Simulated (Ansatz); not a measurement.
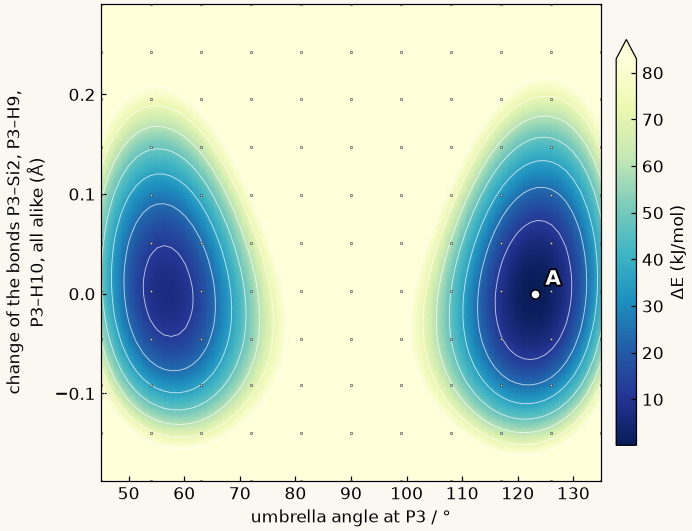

CH₆ClPSi, SMILES C[SiH](P)Cl. 
- Coordinates scanned: (1) umbrella angle at P3 (between each of its bonds and their common axis; 90 is planar); (2) change of the bonds P3–Si2, P3–H9, P3–H10, all alike.
- Nothing is relaxed (all other coordinates rigid).
- Grid: 11 × 11 points.
- Points are written as (first, second).
- Energies are in kJ/mol, from the relaxed molecule at the same level.
- All numbers below come from RKS B3LYP-D4/def2-SVP (Ansatz).

The picture shows a smooth colour map with a few white contour lines, dots at the grid points, one colour for all values above the top of the scale, the well A. Between grid points the surface is interpolated.

Estimate the position of the minimum and the force constants in these coordinates. Take the well at A.

The interpolated minimum is at the first coordinate ≈ 123°, the second coordinate ≈ 0.000 Å. The curvatures there are about 18 eV/rad² and 51 eV/Å², with a cross term of about −3.6 eV/(rad·Å). Round the minimum the two coordinates are weakly coupled (coupling −0.12 in units of the two stiffnesses). (1 eV is 96.5 kJ/mol.)
